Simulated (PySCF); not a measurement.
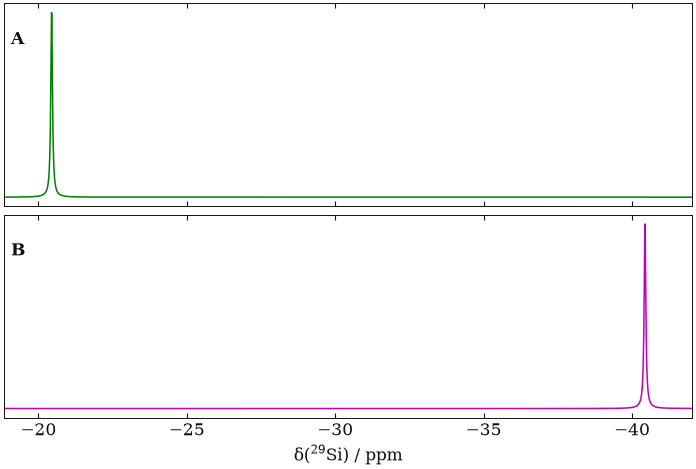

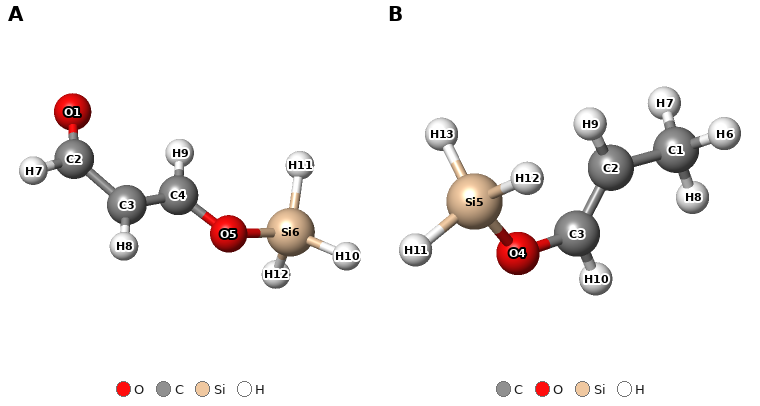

Related molecules: A is C₃H₆O₂Si, SMILES O=C/C=C/O[SiH3]; B is C₃H₈OSi, SMILES C/C=C/O[SiH3]. GIAO ²⁹Si shifts against TMS, KT2/pcSseg-2 with PySCF, at a PBE0-D3(BJ)/def2-SVP geometry (no frequency check); fully decoupled, line heights follow the number of nuclei within a panel, widths are arbitrary (no quadrupolar broadening); values of one conformer, averaged over methyl-type rotors and exact or near symmetry; other conformers aren't averaged in.

How does the ²⁹Si shift respond?

Answer. From A (−20.4 ppm) to B (−40.4 ppm) the nucleus is shielded by 20.0 ppm.
